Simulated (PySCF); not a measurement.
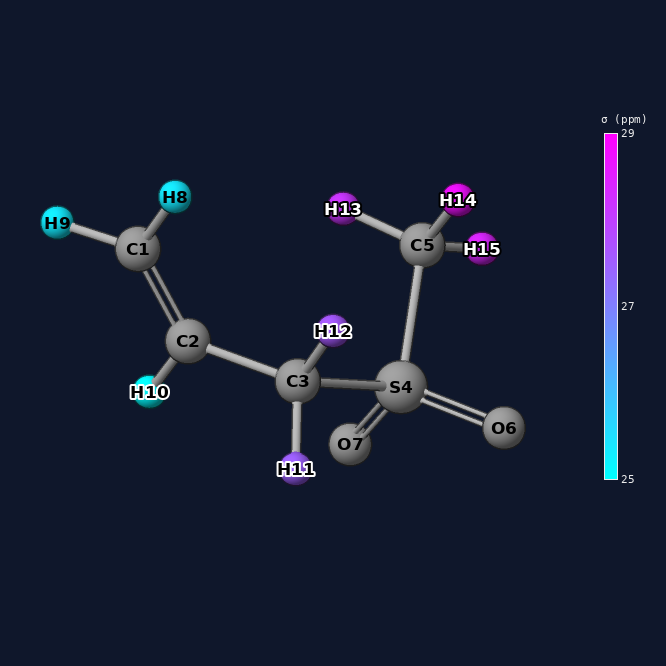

Atoms are coloured by their isotropic NMR shieldings (H only, the others grey). The geometry was computed by an optimisation with PBE0-D3(BJ)/def2-SVP. No frequency run is at hand to confirm it as a minimum. Method: GIAO PBE0/pcSseg-1 NMR shielding, non-relativistic, IEF-PCM methanol (PySCF 2.14.0).

List the isotropic NMR shieldings of the H atoms.

| atom | σ (ppm) |
| --- | --- |
| H8 | 25.36 |
| H9 | 25.33 |
| H10 | 25.07 |
| H11 | 27.47 |
| H12 | 27.61 |
| H13 | 28.15 |
| H14 | 28.75 |
| H15 | 28.40 |
